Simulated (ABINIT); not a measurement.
# A GW run on MgO (Periclase) in ABINIT, with inputs changed

A base run on MgO (Periclase), then changed inputs.

Main program and level: ABINIT 10.8.3; PBE and many-body steps on it, plane waves.

The database entry behind the starting cell differs from later determinations by our own check (about 0.1 % long), so it need not match the best structure at ambient conditions.

### 1. The structure

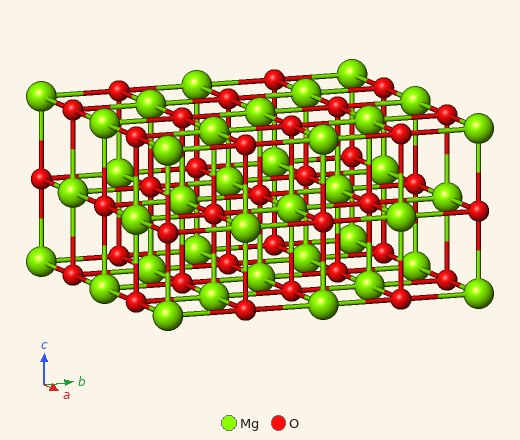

The starting structure, seen slightly off an axis (magnesium green, oxygen red). 2×2×1 cells are drawn. This picture shows the conventional cell, with its axes. Some periodic images of atoms are drawn too.

As a file:

```cif
data_structure
_symmetry_space_group_name_H-M 'P 1'
_symmetry_Int_Tables_number 1
_cell_length_a 2.9819
_cell_length_b 2.9819
_cell_length_c 2.9819
_cell_angle_alpha 60.000
_cell_angle_beta 60.000
_cell_angle_gamma 60.000
_cell_volume 18.75
loop_
_atom_site_label
_atom_site_type_symbol
_atom_site_fract_x
_atom_site_fract_y
_atom_site_fract_z
_atom_site_occupancy
Mg1 Mg 0.00000 0.00000 0.00000 1
O2 O 0.50000 0.50000 0.50000 1
```

The cell and positions come from the Crystallography Open Database and are kept as given unless a step says otherwise.

### 2. Screening, 6×6×6 mesh, 166 bands, screening to 304.8 eV

This step: ABINIT 10.8.3; RPA screening on PBE, plane waves, norm-conserving pseudopotentials.

The RPA dielectric matrix is built and inverted for each q.

Contents of run.abi:

```
acell 3*1.0 Angstrom
rprim 
  -0.000000000000 2.108500000000 2.108500000000
  2.108500000000 0.000000000000 2.108500000000
  2.108500000000 2.108500000000 0.000000000000
ntypat 2
znucl 12 8
natom 2
typat 1 2
xred 
  0.000000000000 0.000000000000 0.000000000000
  0.500000000000 0.500000000000 0.500000000000
pp_dirpath "pseudos"
pseudos "Mg.upf, O.upf"
ecut 38
ngkpt 6 6 6
nshiftk 1
shiftk 0 0 0
kptopt 1
chksymbreak 0
istwfk *1
occopt 1
irdwfk 1
optdriver 3
nband 166
ecuteps 11.2
inclvkb 2
awtr 1
symchi 1
indata_prefix "in"
outdata_prefix "out"
tmpdata_prefix "tmp"
```

The run is started by

```sh
$ OMP_NUM_THREADS=1 mpirun -n 8 abinit run.abi > log
```

Output:

```text
.Version 10.8.3 of ABINIT. v10.8.2 released Aug 2026.

 Symmetries : space group Fm -3 m (#225); Bravais cF (face-center cubic)
[... echo of the input left out ...]
== DATASET  1 ==================================================================
-   mpi_nproc: 8, omp_nthreads: 1 (-1 if OMP is not activated)

--- !DatasetInfo
iteration_state: {dtset: 1, }
dimensions: {natom: 2, nkpt: 16, mband: 166, nsppol: 1, nspinor: 1, nspden: 1, mpw: 1430, }
cutoff_energies: {ecut:  38.0, pawecutdg:  -1.0, }
electrons: {nelect:   1.60000000E+01, charge:   0.00000000E+00, occopt:   1.00000000E+00, tsmear:   1.00000000E-02, }

 SCREENING: Calculation of the susceptibility and dielectric matrices

 Based on a program developped by R.W. Godby, V. Olevano, G. Onida, and L. Reining.
 Incorporated in ABINIT by V. Olevano, G.-M. Rignanese, and M. Torrent.
.Using double precision arithmetic ; gwpc =  8

[... cell and pseudopotentials left out ...]
--------------------------------------------------------------------------------

 ==== K-mesh for the wavefunctions ====
 Number of points in the irreducible wedge :    16
[... list of points left out ...]
 Together with 48 symmetry operations and time-reversal symmetry
 yields   216 points in the full Brillouin Zone.

 ==== Q-mesh for the screening function ====
 Number of points in the irreducible wedge :    16
[... list of points left out ...]
 Together with 48 symmetry operations and time-reversal symmetry
 yields   216 points in the full Brillouin Zone.

 setmesh: FFT mesh size selected  =    24x   24x   24
          total number of points  =        13824

 vcoul_init : cutoff-mode = AUXILIARY_FUNCTION
 q-points for optical limit:   1
     1)      0.000010    0.000020    0.000030

- screening: taking advantage of time-reversal symmetry
- Maximum band index for partially occupied states nbvw = 8
- Remaining bands to be divided among processors   nbcw = 158
- Number of bands treated by each node ~19

 Number of electrons calculated from density =   16.0000; Expected =   16.0000
 average of density, n =  0.126466
 r_s =    1.2359
 omega_plasma =   34.3038 [eV]

 calculating chi0 at frequencies [eV] :
  1    0.000000E+00    0.000000E+00
  2    0.000000E+00    3.430377E+01

--------------------------------------------------------------------------------
  q-point number  1        q = ( 0.000000, 0.000000, 0.000000) [r.l.u.]
--------------------------------------------------------------------------------
[... chi0 elements left out ...]
 For q-point:  0.000010 0.000020 0.000030
  dielectric constant =   3.0343
  dielectric constant without local fields =   3.2587

  Average fulfillment of the sum rule on Im[epsilon] for q-point    1 :     86.09  [%]
[... wings left out ...]
  q-point number  2        q = ( 0.166667, 0.000000, 0.000000) [r.l.u.]
--------------------------------------------------------------------------------
[... chi0 elements left out ...]
  Average fulfillment of the sum rule on Im[epsilon] for q-point    2 :     97.27  [%]

 [... 14 further q-points ...]
```

Run time: 4.3 min. Hardware: 8 MPI ranks of Arm Neoverse N1, shared host; peak memory 1.6 GiB.

This step gave:

- ε∞ with local fields, on this mesh, along the program's q direction: 3.034
- the same without local fields: 3.259
- plasma frequency: 34.30 eV
- plane waves in the screening matrix: 259

Local fields lower ε∞ by 7 %.

### 3. Base

The self-energy is evaluated for the states that the input lists, and the levels follow from it, in one-shot runs by the linearised quasiparticle equation.

This step: G0W0 on PBE, plane waves, norm-conserving pseudopotentials.

run.abi: that of step 2 with these lines changed.

```diff
@@ -23,8 +23,15 @@
 irdwfk 1
-optdriver 3
+optdriver 4
 nband 166
+gwcalctyp 0
+ecutsigx 38
+symsigma 1
+nkptgw 1
+kptgw 
+  0.0000000000 0.0000000000 0.0000000000
+bdgw 
+  6 12
 ecuteps 11.2
-inclvkb 2
-awtr 1
-symchi 1
+irdscr 1
+ppmodel 1
 indata_prefix "in"
```

Output:

```text
.Version 10.8.3 of ABINIT. v10.8.2 released Aug 2026.

 Symmetries : space group Fm -3 m (#225); Bravais cF (face-center cubic)
[... echo of the input left out ...]
== DATASET  1 ==================================================================
-   mpi_nproc: 8, omp_nthreads: 1 (-1 if OMP is not activated)

--- !DatasetInfo
iteration_state: {dtset: 1, }
dimensions: {natom: 2, nkpt: 16, mband: 166, nsppol: 1, nspinor: 1, nspden: 1, mpw: 1430, }
cutoff_energies: {ecut:  38.0, pawecutdg:  -1.0, }
electrons: {nelect:   1.60000000E+01, charge:   0.00000000E+00, occopt:   1.00000000E+00, tsmear:   1.00000000E-02, }

 SIGMA: Calculation of the GW corrections

 Based on a program developped by R.W. Godby, V. Olevano, G. Onida, and L. Reining.
 Incorporated in ABINIT by V. Olevano, G.-M. Rignanese, and M. Torrent.
.Using double precision arithmetic ; gwpc =  8

[... cell and pseudopotentials left out ...]
--------------------------------------------------------------------------------

 ==== K-mesh for the wavefunctions ====
 Number of points in the irreducible wedge :    16
[... list of points left out ...]
 Together with 48 symmetry operations and time-reversal symmetry
 yields   216 points in the full Brillouin Zone.

 ==== Q-mesh for screening function ====
 Number of points in the irreducible wedge :    16
[... list of points left out ...]
 Together with 48 symmetry operations and time-reversal symmetry
 yields   216 points in the full Brillouin Zone.

 vcoul_init : cutoff-mode = AUXILIARY_FUNCTION
 q-points for optical limit:   1
     1)      0.000010    0.000020    0.000030
 setmesh: FFT mesh size selected  =    32x   32x   32
          total number of points  =        32768

 Number of electrons calculated from density =   16.0000; Expected =   16.0000
 average of density, n =  0.126466
 r_s =    1.2359
 omega_plasma =   34.3038 [eV]

 === KS Band Gaps ===
  >>>> For spin  1
   Minimum direct gap =   4.7331 [eV], located at k-point      :   0.0000  0.0000  0.0000
   Fundamental gap    =   4.7331 [eV], Top of valence bands at :   0.0000  0.0000  0.0000
                                       Bottom of conduction at :   0.0000  0.0000  0.0000
 SIGMA fundamental parameters:
 PLASMON POLE MODEL  1
 number of plane-waves for SigmaX                 1411
 number of plane-waves for SigmaC and W            259
 number of plane-waves for wavefunctions          1411
 number of bands                                   166
 number of independent spin polarizations            1
 number of spinorial components                      1
 number of k-points in IBZ                          16
 number of q-points in IBZ                          16
 number of symmetry operations                      48
 number of k-points in BZ                          216
 number of q-points in BZ                          216
 number of frequencies for dSigma/dE                 9
 frequency step for dSigma/dE [eV]                0.25
 number of omega for Sigma on real axis              0
 max omega for Sigma on real axis  [eV]           0.00
 zcut for avoiding poles [eV]                     0.10

 EPSILON^-1 parameters (SCR file):
 dimension of the eps^-1 matrix on file            259
 dimension of the eps^-1 matrix used               259
 number of plane-waves for wavefunctions          1411
 number of bands                                   166
 number of q-points in IBZ                          16
 number of frequencies                               2
 number of real frequencies                          1
 number of imag frequencies                          1

 matrix elements of self-energy operator (all in [eV])

 Perturbative Calculation

--- !SelfEnergy_ee
iteration_state: {dtset: 1, }
kpoint     : [   0.000,    0.000,    0.000, ]
spin       : 1
KS_gap     :    4.733
QP_gap     :    7.073
Delta_QP_KS:    2.340
data: !SigmaeeData |
     Band     E0 <VxcDFT>   SigX SigC(E0)      Z dSigC/dE  Sig(E)    E-E0       E
        6   4.693 -20.107 -25.567   3.571   0.805  -0.242 -21.628  -1.521   3.172
        7   4.693 -20.107 -25.567   3.571   0.805  -0.242 -21.628  -1.521   3.172
        8   4.693 -20.107 -25.567   3.571   0.805  -0.242 -21.628  -1.521   3.172
        9   9.426 -13.453  -8.885  -3.608   0.854  -0.172 -12.633   0.820  10.246
       10  20.632  -9.568  -3.679  -4.671   0.862  -0.160  -8.518   1.051  21.683
       11  20.632  -9.568  -3.679  -4.671   0.862  -0.160  -8.518   1.051  21.683
       12  20.632  -9.568  -3.679  -4.671   0.862  -0.160  -8.518   1.051  21.683

== END DATASET(S) ==============================================================
================================================================================

 -outvars: echo values of variables after computation  --------
           etotal      0.0000000000E+00
            nband         166
             nkpt          16
          spgroup         225
 [... the other variables as echoed above ...]

 Calculation completed.
```

Wall time 17 s (8 MPI ranks); peak memory 1.7 GiB; 2.3 min of CPU time.

This step gave:

```yaml
g0w0_gap_on_the_points_computed: 7.074 eV
starting_gap_on_the_mesh: 4.733 eV
k_of_the_valence_top: 0, 0, 0
k_of_the_conduction_bottom: 0, 0, 0
z_at_the_valence_top: 0.805
z_at_the_conduction_bottom: 0.854
least_direct_g0w0_gap_on_the_computed_points: 7.074 eV
```

The gap on the mesh goes from 4.73 eV to 7.07 eV, a correction of +2.34 eV.

### 4. Coulomb singularity

run.abi: that of step 3 with these lines changed.

```diff
@@ -36,2 +36,3 @@
 ppmodel 1
+gw_icutcoul 0
 indata_prefix "in"
```

Output:

```text
.Version 10.8.3 of ABINIT. v10.8.2 released Aug 2026.

 Symmetries : space group Fm -3 m (#225); Bravais cF (face-center cubic)
[... echo of the input left out ...]
== DATASET  1 ==================================================================
-   mpi_nproc: 8, omp_nthreads: 1 (-1 if OMP is not activated)

--- !DatasetInfo
iteration_state: {dtset: 1, }
dimensions: {natom: 2, nkpt: 16, mband: 166, nsppol: 1, nspinor: 1, nspden: 1, mpw: 1430, }
cutoff_energies: {ecut:  38.0, pawecutdg:  -1.0, }
electrons: {nelect:   1.60000000E+01, charge:   0.00000000E+00, occopt:   1.00000000E+00, tsmear:   1.00000000E-02, }

 SIGMA: Calculation of the GW corrections

 Based on a program developped by R.W. Godby, V. Olevano, G. Onida, and L. Reining.
 Incorporated in ABINIT by V. Olevano, G.-M. Rignanese, and M. Torrent.
.Using double precision arithmetic ; gwpc =  8

[... cell and pseudopotentials left out ...]
--------------------------------------------------------------------------------

 ==== K-mesh for the wavefunctions ====
 Number of points in the irreducible wedge :    16
[... list of points left out ...]
 Together with 48 symmetry operations and time-reversal symmetry
 yields   216 points in the full Brillouin Zone.

 ==== Q-mesh for screening function ====
 Number of points in the irreducible wedge :    16
[... list of points left out ...]
 Together with 48 symmetry operations and time-reversal symmetry
 yields   216 points in the full Brillouin Zone.

 === Spherical cutoff ===

  Cutoff radius .........    18.6855 [Bohr]
  Volume of the sphere ..   27327.58 [Bohr^3]
 q-points for optical limit:   1
     1)      0.000010    0.000020    0.000030
 setmesh: FFT mesh size selected  =    32x   32x   32
          total number of points  =        32768

[...]
number of q-points in BZ                          216
 number of frequencies for dSigma/dE                 9
 frequency step for dSigma/dE [eV]                0.25
 number of omega for Sigma on real axis              0
 max omega for Sigma on real axis  [eV]           0.00
 zcut for avoiding poles [eV]                     0.10

 EPSILON^-1 parameters (SCR file):
 dimension of the eps^-1 matrix on file            259
 dimension of the eps^-1 matrix used               259
 number of plane-waves for wavefunctions          1411
 number of bands                                   166
 number of q-points in IBZ                          16
 number of frequencies                               2
 number of real frequencies                          1
 number of imag frequencies                          1

 matrix elements of self-energy operator (all in [eV])

 Perturbative Calculation

--- !SelfEnergy_ee
iteration_state: {dtset: 1, }
kpoint     : [   0.000,    0.000,    0.000, ]
spin       : 1
KS_gap     :    4.733
QP_gap     :    7.058
Delta_QP_KS:    2.325
data: !SigmaeeData |
     Band     E0 <VxcDFT>   SigX SigC(E0)      Z dSigC/dE  Sig(E)    E-E0       E
        6   4.693 -20.107 -25.580   3.487   0.815  -0.226 -21.726  -1.619   3.074
        7   4.693 -20.107 -25.580   3.487   0.815  -0.226 -21.726  -1.619   3.074
        8   4.693 -20.107 -25.580   3.487   0.815  -0.226 -21.726  -1.619   3.074
        9   9.426 -13.453  -8.926  -3.701   0.856  -0.168 -12.746   0.706  10.133
       10  20.632  -9.568  -3.684  -4.788   0.863  -0.159  -8.622   0.946  21.578
       11  20.632  -9.568  -3.684  -4.788   0.863  -0.159  -8.622   0.946  21.578
       12  20.632  -9.568  -3.684  -4.788   0.863  -0.159  -8.622   0.946  21.578

== END DATASET(S) ==============================================================
================================================================================

 -outvars: echo values of variables after computation  --------
           etotal      0.0000000000E+00
            nband         166
             nkpt          16
          spgroup         225
 [... the other variables as echoed above ...]

 Calculation completed.
```

It took 16 s on 8 MPI ranks; peak memory 1.7 GiB; 2.1 min of CPU time.

Numbers from this step:

| Property | Result |
| --- | --- |
| G0W0 gap on the points computed | 7.059 eV |
| starting gap on the mesh | 4.733 eV |
| k of the valence top | 0, 0, 0 |
| k of the conduction bottom | 0, 0, 0 |
| Z at the valence top | 0.815 |
| Z at the conduction bottom | 0.856 |
| least direct G0W0 gap on the computed points | 7.059 eV |

Against G0W0 in ABINIT (6×6×6 mesh, 166 bands, screening to 304.8 eV, Godby-Needs plasmon pole), the gap moves by −0.015 eV.

### 5. The runs together

Times are wall times on 8 MPI ranks of Arm Neoverse N1, shared host, good to a factor of about two. A run's time includes the screening step that it read.

```csv
run,mesh,bands,screening cutoff (eV),DFT gap (eV),gap on the mesh (eV),direct (eV),ε∞ used,time
base,6×6×6,166,304.8,4.733,7.074,7.074,3.03,4.6 min
Coulomb singularity,6×6×6,166,304.8,4.733,7.059,7.059,3.03,4.6 min
```

### 6. Summary of results

```
base                : 7.074 eV
Coulomb singularity : 7.059 eV
known limits        : not at the basis limit
```

What this shows: Coulomb singularity: −0.015 eV against base (keys changed: gw_icutcoul). Bands and cutoff are finite, so the gap is not at the basis limit. The miss can reach some tenths of an eV and take either sign; the mesh is an error of its own. In the G0W0 runs levels were corrected at 1 k point alone, so a gap called «on the mesh» is the least over those, and an edge elsewhere would be missed.

[Paths, hosts, dates, memory and timing lines, banners, echoed tables and standing remarks are left out of the program output.]

[Logs are printed without paths, hosts, clocks, repeated set-up lines and the standing remarks that a program may print on its own settings, such as how far it seeks lower states.]

[Runs of the session that timed out or met a known fault of the program may be left out.]

[Hosts, paths, dates, database ids (printed as entryN), source tags and the programs' standing remarks are cut or masked in the printed files.]

[G0W0 gaps are taken among the corrected bands and points alone; a level outside them can change the order at an edge.]

[Where Ansatz stands beside ABINIT at settings called matched, ABINIT's density can come from a denser mesh and the files from another edition; pairs whose starting gaps differed by over 0.03 eV were left out, so agreement reads better than it is.]
